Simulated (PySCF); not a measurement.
**C4H11PSSi: density, localisation and related maps**

Input file:

```
{"job": {"kind": "nmr", "xc": "PBE0", "basis": "pcSseg-1"}, "charge": 0, "multiplicity": 1}
C      3.065326     0.241232    -0.346003
S      1.659315    -0.912168    -0.339206
Si     0.030737     0.441422    -0.746131
P      0.442136     2.422191     0.240649
C     -1.559449    -0.257739    -0.024623
C     -2.234075    -1.422700    -0.696131
C     -1.581041    -1.612248     0.627669
H      2.837566     1.095399     0.288285
H      3.917539    -0.299542     0.051445
H      3.269754     0.562838    -1.362745
H     -0.067999     0.545573    -2.212914
H     -0.757037     2.964120    -0.175205
H      1.123345     2.947728    -0.840975
H     -2.225305     0.480552     0.407834
H     -1.756986    -1.853109    -1.562842
H     -3.312898    -1.424794    -0.747951
H     -0.656187    -2.167571     0.662607
H     -2.203502    -1.744866     1.499820
```

Command:

```sh
OMP_NUM_THREADS=1 python probes_run.py task.json out
```

Geometry: GFN2-xTB.

Theory: PySCF, PBE0/pcSseg-1, SCF density, gas phase, non-relativistic.

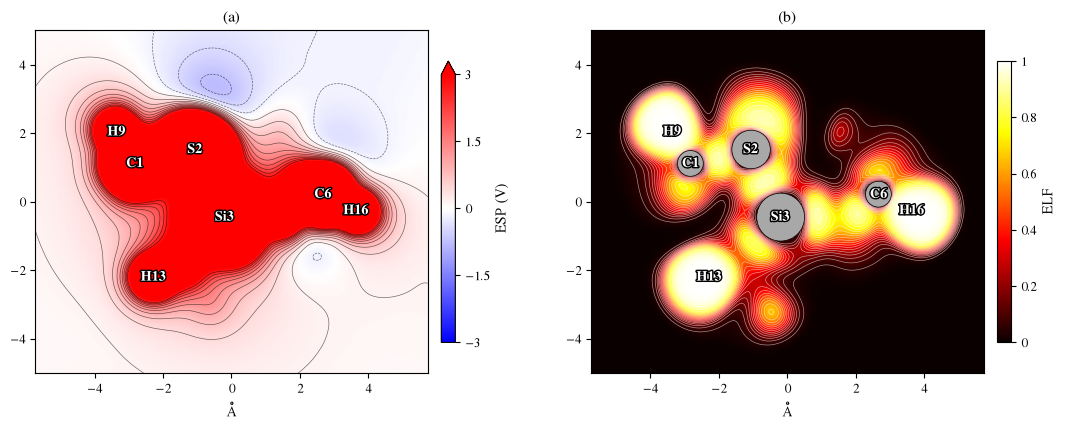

Figure 1. (a) molecular electrostatic potential; (b) electron localisation function on the plane of atoms C1, S2 and Si3. Grey discs cover the atomic cores in the ELF map.

What does the map show?

- Atoms in the plane: C, S, Si and H.
- C–S (1.82 Å): the ELF peaks at about 0.90 between the atoms, as expected for a shared electron pair.
- Si–S (2.16 Å): the ELF peaks at about 0.95 between the atoms, as expected for a shared electron pair.
- C–H (1.08 Å): the ELF climbs to about 1 towards the hydrogen, as it does in any bond to H (an ordinary covalent bond to hydrogen).
- The ELF also peaks beside S2, away from the bonds: lone-pair regions.
- Outside the dense part of the molecule the potential is most negative (−0.8 V) near S2.

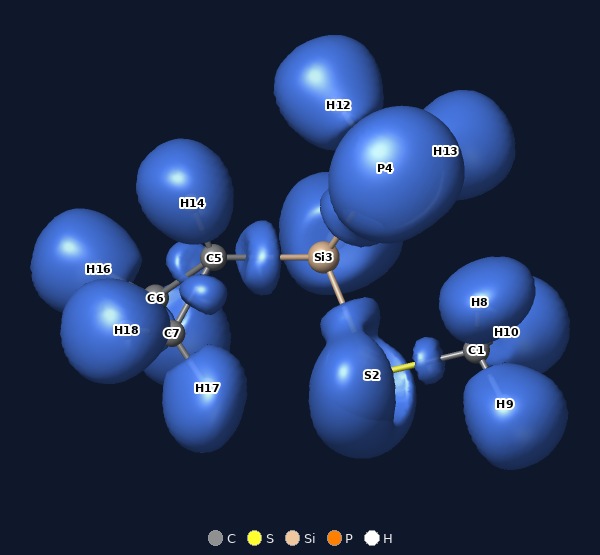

Figure 2. Isosurface of the electron localisation function at 0.8 (blue), seen across its widest extent. Core shells and regions of very low density are left out.

Where are the electrons localised?

At this value the surface marks out three regions between bonded C–C atoms (shared pairs), one region between bonded C–S atoms (shared pairs), one region between bonded C–Si atoms (shared pairs), eleven regions around hydrogen nuclei, one region on P in which the atom's valence shell and bonds are merged and one region on S in which the atom's valence shell and bonds are merged. Along the contacts the grid gives the following. C–C (1.49 Å): the ELF peaks at about 0.90 between the atoms, as expected for a shared electron pair.

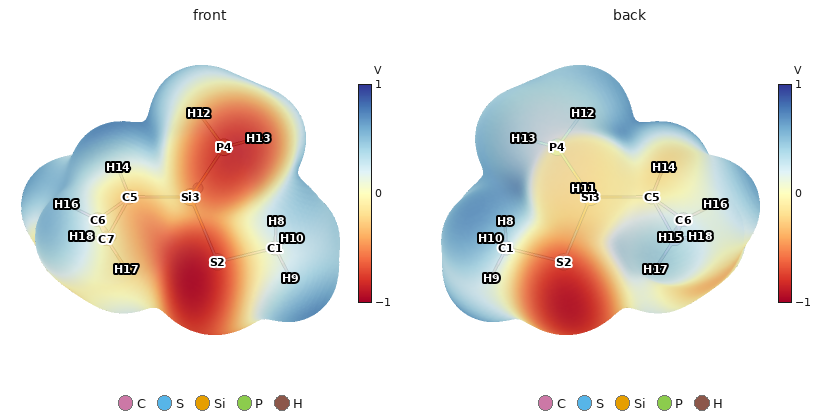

Figure 3. The electrostatic potential painted on the density surface at 0.001 e/bohr³, seen from the front and from behind; red is negative and blue positive.

Which sites attract a positive test charge, and which a negative one?

A positive charge is drawn to the negative regions and a negative charge to the positive ones. The most negative region (about −1.0 V) lies over S2, the most positive (about +0.7 V) over the C, H and Si atoms.
